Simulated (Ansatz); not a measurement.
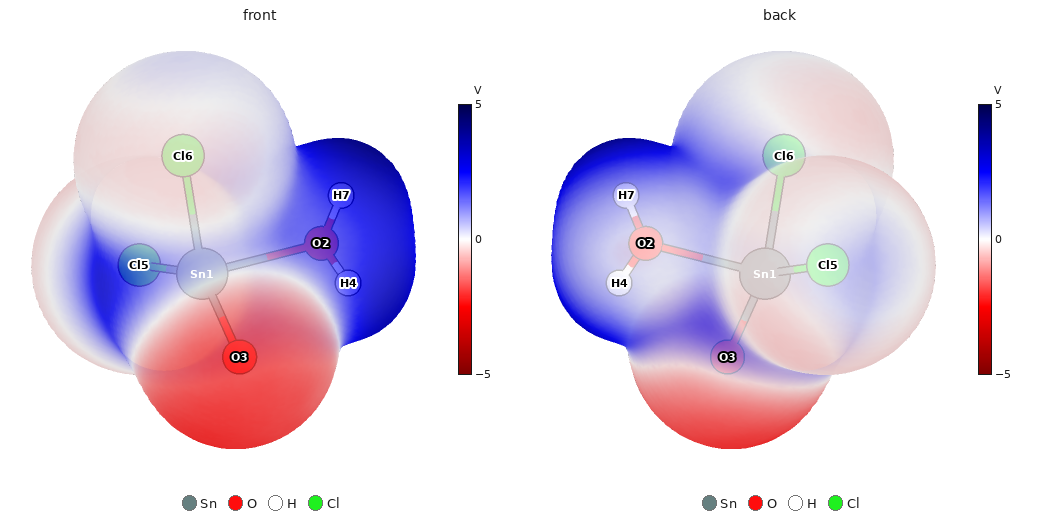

Figure. Cl$_{2}$H$_{2}$O$_{2}$Sn. The electrostatic potential painted on the density surface at 0.002 e/bohr³, seen from the front and from behind; red is negative and blue positive.

The product side of a reaction path; geometry: PBE0-D4/def2-TZVP; a saddle point, not a minimum; core potentials replace the inner electrons of Sn.

Theory: RKS PBE0-D4/def2-TZVPP in Ansatz.

```csv
atom,x (Å),y (Å),z (Å)
Sn,-0.5764,-0.4534,-0.6857
O,0.8121,0.8077,0.6248
O,0.8353,-0.8669,-1.7668
H,1.6445,0.5931,0.1738
Cl,-2.2731,1.0673,-1.0202
Cl,-1.3373,-1.6916,1.1248
H,0.8949,0.5437,1.5493
```

Question: Describe the electrostatic potential map.

Answer: The most negative region (about −2.1 V) lies over O3, the most positive (about +3.9 V) over H7. Cl5 shows a σ-hole: about +0.2 V at the tip opposite its bond, against about −0.2 V on its flanks. O3 is the likeliest acceptor of a hydrogen bond.
